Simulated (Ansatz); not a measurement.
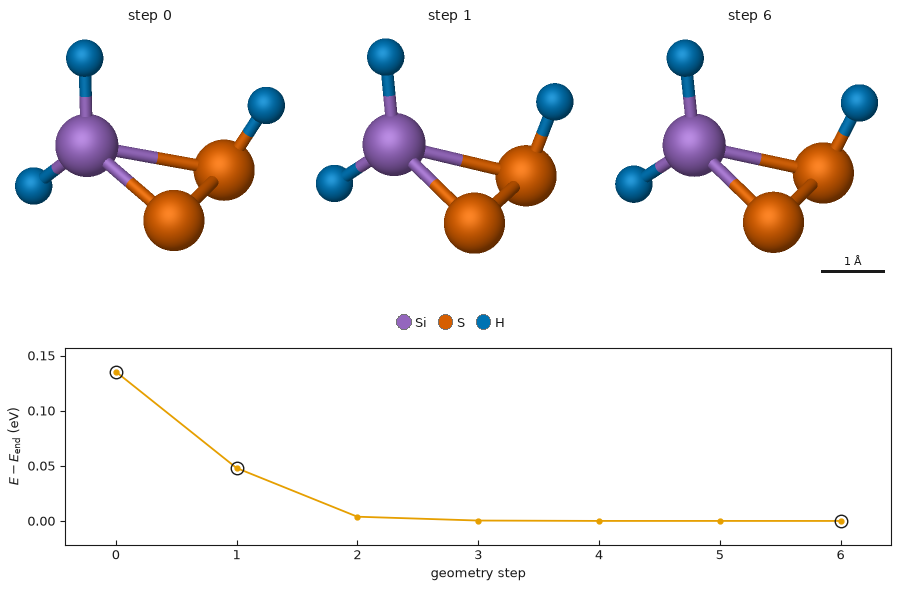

Frames of a relaxation of SiH$_{3}$S$_{2}$ (charge +1), marked on the history of the run. The picture is a ball-and-stick view, seen face on.

Method: RKS PBE0-D4/def2-TZVP (Ansatz).

Input file:
```yaml
crystal:
  periodic: [false, false, false]
  atoms:
    - {symbol: Si, position_ang: [-0.633260, 0.267920, -0.641870]}
    - {symbol: S, position_ang: [-0.820780, 0.166700, 1.473710]}
    - {symbol: S, position_ang: [0.813560, -0.971050, 0.759250]}
    - {symbol: H, position_ang: [-1.353370, -0.714960, -1.426180]}
    - {symbol: H, position_ang: [0.179530, 1.350750, -1.165590]}
    - {symbol: H, position_ang: [1.814310, -0.099370, 1.000670]}
basis:
  gaussian: {orbitals: def2-TZVP}
total_charge: 1
hamiltonian: {xc: pbe0, dispersion: d4}
relax: {f_tol: 0.005, max_steps: 200}
```

Run as
```bash
ansatz run in.yaml --threads 2 --pin off --events-out ev --progress --plain --max-ram 4352MiB
```

Q: Describe the path.

A: After 6 geometry steps the energy has fallen by 0.135 eV. The largest force component goes from 1.5 to 0.0033 eV/Å. The largest move after the best rigid fit is that of Si1, 0.13 Å. Largest moves by element: Si 0.13 Å, H 0.12 Å, S 0.05 Å. Among the contacts that change: Si1–S3 2.365 → 2.228 Å, Si1–S2 2.126 → 2.101 Å, Si1–H4 1.449 → 1.469 Å, S2–S3 2.116 → 2.100 Å. Among the angles between lasting bonds that change: S3–Si1–H5 105.2° → 111.6°, Si1–S3–H6 102.8° → 97.4°, S3–Si1–H4 105.6° → 110.5°. From step 0 to 1: H6 moves most (0.19 Å), energy −0.087 eV. From step 1 to 6: H6 moves most (0.08 Å), energy −0.048 eV.
